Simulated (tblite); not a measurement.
**Run report: CH$_{3}$ISSi (charge +1), energy and gradient calculation**

- system: CH$_{3}$ISSi, charge +1, multiplicity 2
- method: GFN1-xTB, R-SCC (tblite 0.8.0)

The geometry is that of the parent species in another charge or spin state. The geometry comes from this level: GFN2-xTB.

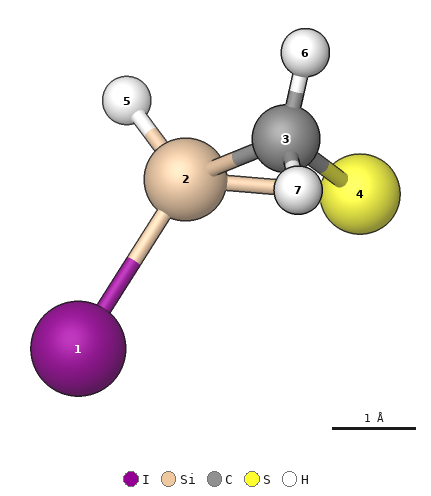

The structure as given in the input (ball-and-stick view, seen at a tilt; atoms are numbered from 1 in the order of the input).

### The input (run.py)
```python
import json
import numpy as np
from tblite.interface import Calculator

symbols = ["I", "Si", "C", "S", "H", "H", "H"]
numbers = np.array([53, 14, 6, 16, 1, 1, 1])
positions = np.array([  # bohr
    [-5.387004, 0.161685, -0.232399],
    [-0.887604, 0.489023, -1.298865],
    [1.393579, -0.159285, 1.305442],
    [1.354272, -2.820341, -1.017863],
    [-0.410278, 2.287457, -3.280791],
    [3.205542, 0.777698, 1.374511],
    [0.731494, -0.736218, 3.149984],
])

calc = Calculator("GFN1-xTB", numbers, positions, charge=1, uhf=1)
calc.set("verbosity", 0)
calc.set("accuracy", 0.1)
res = calc.singlepoint()

print(f"E(total): {res.get('energy') * 2625.4996:.8f} kJ/mol")
eps = np.atleast_2d(res.get("orbital-energies")) * 27.211386
occ = np.atleast_2d(res.get("orbital-occupations"))
filled = occ.sum(axis=0) if eps.shape[0] == 1 else occ[0]
homo = np.nonzero(filled > 0.5)[0].max()
print(f"HOMO {eps[0, homo]:.4f} eV")
if homo + 1 < eps.shape[1]:
    print(f"LUMO {eps[0, homo + 1]:.4f} eV, gap {eps[0, homo + 1] - eps[0, homo]:.4f} eV")
mu = res.get("dipole") * 2.541746
print(f"dipole: {np.linalg.norm(mu):.4f} D, components " + " ".join(f"{c:.4f}" for c in mu))
q = res.get("charges")
g = res.get("gradient")
print("atom     charge      dE/dx        dE/dy        dE/dz   (Eh/bohr)")
for i, s in enumerate(symbols):
    print(f"{s:<2}{i + 1:<3} {q[i]:9.4f} {g[i, 0]:12.7f} {g[i, 1]:12.7f} {g[i, 2]:12.7f}")
print(f"gradient norm {np.linalg.norm(g):.6f} Eh/bohr")
out = {k: np.asarray(res.get(k)).tolist() for k in ("energy", "gradient", "charges", "dipole", "orbital-energies", "orbital-occupations")}
out.update(symbols=symbols, positions=(positions * 0.529177210903).tolist())
json.dump(out, open("results.json", "w"))
```

Hardware: 1 thread of Intel Xeon @ 2.50GHz (Skylake/Cascade Lake), 189 GiB of memory available, shared host.

Command:
```bash
python run.py
```

### The program's output
```
E(total): -33548.15580869 kJ/mol
HOMO -17.0241 eV
LUMO -11.7235 eV, gap 5.3006 eV
dipole: 1.9760 D, components -1.5757 0.8626 -0.8231
atom     charge      dE/dx        dE/dy        dE/dz   (Eh/bohr)
I 1      0.1851   -0.0122067   -0.0001573    0.0031479
Si2      0.4941    0.0279290    0.0009924    0.0171011
C 3      0.0291   -0.0151746    0.0204937   -0.0076002
S 4      0.0403    0.0064550   -0.0144746   -0.0069530
H 5      0.0326   -0.0035504   -0.0002692   -0.0005004
H 6      0.1189   -0.0025113   -0.0071552    0.0004661
H 7      0.0999   -0.0009410    0.0005702   -0.0056615
gradient norm 0.048413 Eh/bohr
```

### Key numbers

- outcome: converged
- total energy: −12.777818 hartree
- basis functions: 37
- largest force: 1.685 eV/Å
- peak memory: 0.068 GiB

### Notes

The record of the run, not the program, notes: no spin polarisation.
